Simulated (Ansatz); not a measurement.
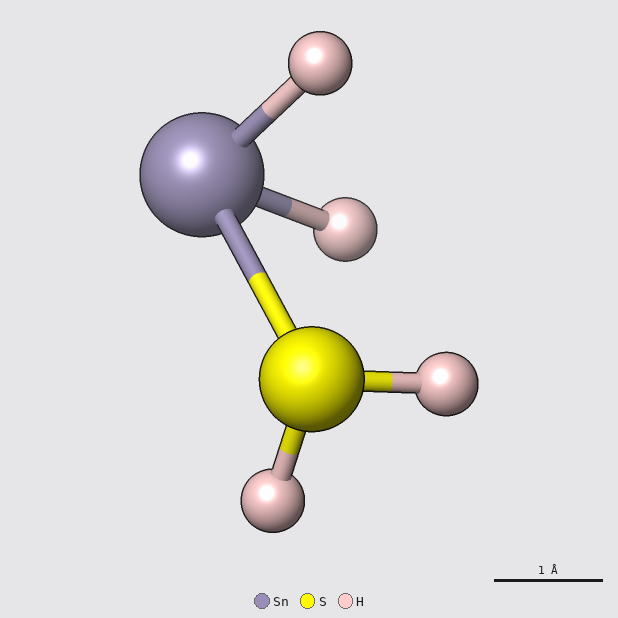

A ball-and-stick model of a molecule. Every bond is drawn as one stick, whatever its order.

The geometry was computed by an optimisation with PBE0-D4/def2-TZVP.

Description:

Formula H4SSn. This geometry has C1 symmetry. Coordination: 1 Sn trigonal pyramidal; 1 S trigonal pyramidal.

The parts below concern this one geometry. Atoms keep their numbers from picture to picture.

## Shape

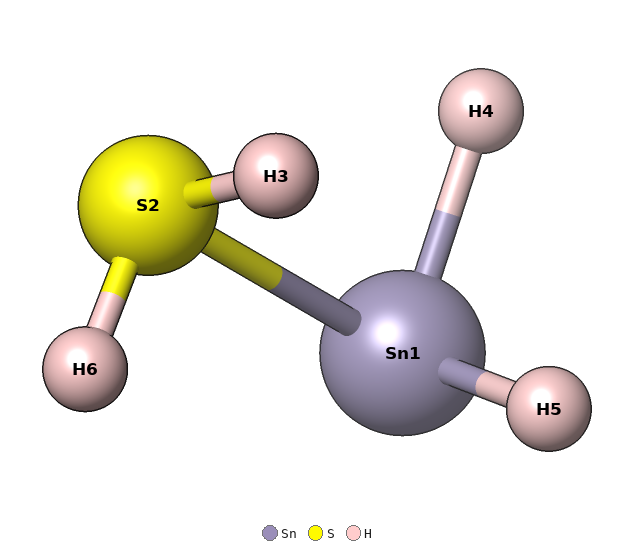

Atoms carry their numbers in the input.

Give these bond angles: S2–Sn1–H4, S2–Sn1–H5, H4–Sn1–H5, Sn1–S2–H3, Sn1–S2–H6, H3–S2–H6.

```csv
angle,degrees
S2–Sn1–H4,80.5
S2–Sn1–H5,85.0
H4–Sn1–H5,91.1
Sn1–S2–H3,97.5
Sn1–S2–H6,99.9
H3–S2–H6,92.8
```

## Dipole moment

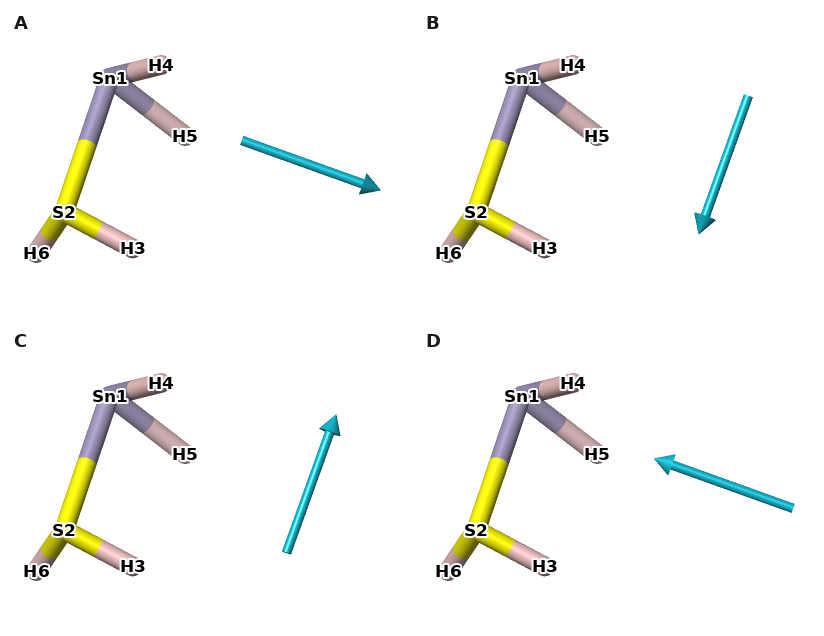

The same molecule four times, each with an arrow. Method: RKS PBE0-D4/def2-TZVP, core potentials on Sn (Ansatz 0.2.0).

Which arrow points along the dipole moment, from the negative to the positive end?

Answer. B. The dipole moment is 3.07 D; it points from the side of H4 to the side of H6 (the outermost atoms at the two ends).

## Vibrations

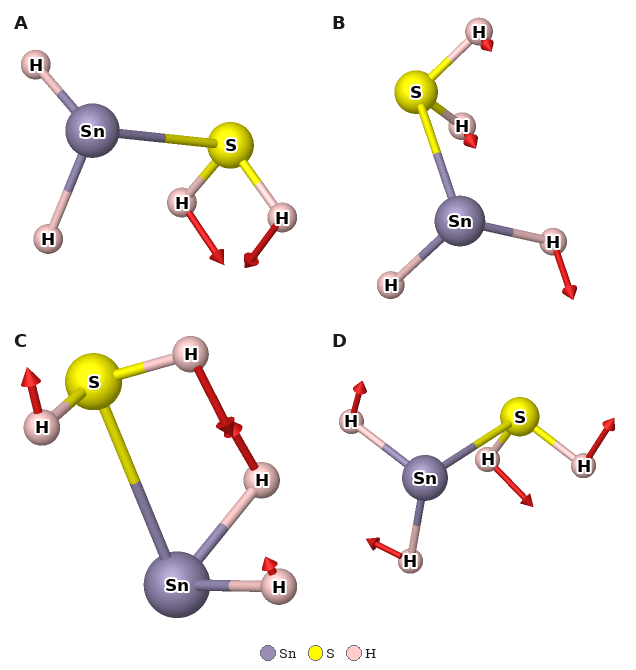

4 normal modes of one molecule or complex, as arrows. Harmonic vibrations computed with RKS PBE0-D4/def2-TZVP, core potentials on Sn (Ansatz 0.2.0) at a stationary point of the same level.

Match the panels to the wavenumbers 125 cm⁻¹, 313 cm⁻¹, 502 cm⁻¹, 1205 cm⁻¹.

Answer. A: 1205 cm⁻¹, H–S–H bending
B: 502 cm⁻¹, H–Sn–S bending
C: 313 cm⁻¹, H–S–Sn bending
D: 125 cm⁻¹, a torsion or out-of-plane motion in which bond lengths and bond angles hardly change

## Thermal motion

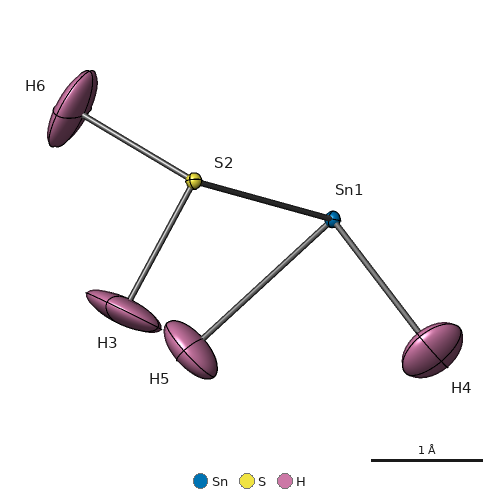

Displacement ellipsoids at the 50 % level, from the internal vibrations of the free molecule (harmonic, no overall translation or rotation; no half-axis is drawn under 0.075 Å). Vibrations computed with RKS PBE0-D4/def2-TZVP, core potentials on Sn (Ansatz 0.2.0). Temperature: 100 K.

Which atom moves most?

Answer. H3, with U_eq = 0.0397 Å².

Does H6 move more along its bond or across it?

Answer. Across it: the root-mean-square amplitude is 0.078 Å along the bond and up to 0.262 Å across, since bending and torsion are softer than stretching.

Give the displacement parameters, one line for each set of equivalent atoms.

```csv
atom,U_eq (Å²),rms amplitudes (Å)
Sn1,0.00008,"0.002, 0.002, 0.015"
S2,0.0011,"0.007, 0.012, 0.054"
H3,0.0397,"0.077, 0.220, 0.254"
H4,0.0307,"0.099, 0.200, 0.206"
H5,0.0297,"0.099, 0.188, 0.210"
H6,0.0382,"0.078, 0.200, 0.262"
```

## Charges

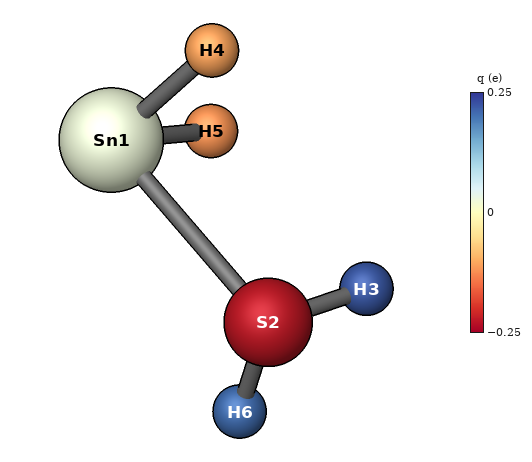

Atoms are coloured by their Mulliken charges. Method: RKS PBE0-D4/def2-TZVP, core potentials on Sn (Ansatz 0.2.0).

Which atom carries the highest charge (most positive or least negative)?

Answer. H3 (0.22 e).

And the lowest?

Answer. S2 (−0.22 e).

Give the Mulliken charges atom by atom.

```csv
atom,value (e)
Sn1,0.02
S2,−0.22
H3,0.22
H4,−0.11
H5,−0.12
H6,0.20
```

Mulliken values depend strongly on the basis set and can even reverse the polarity of a bond.
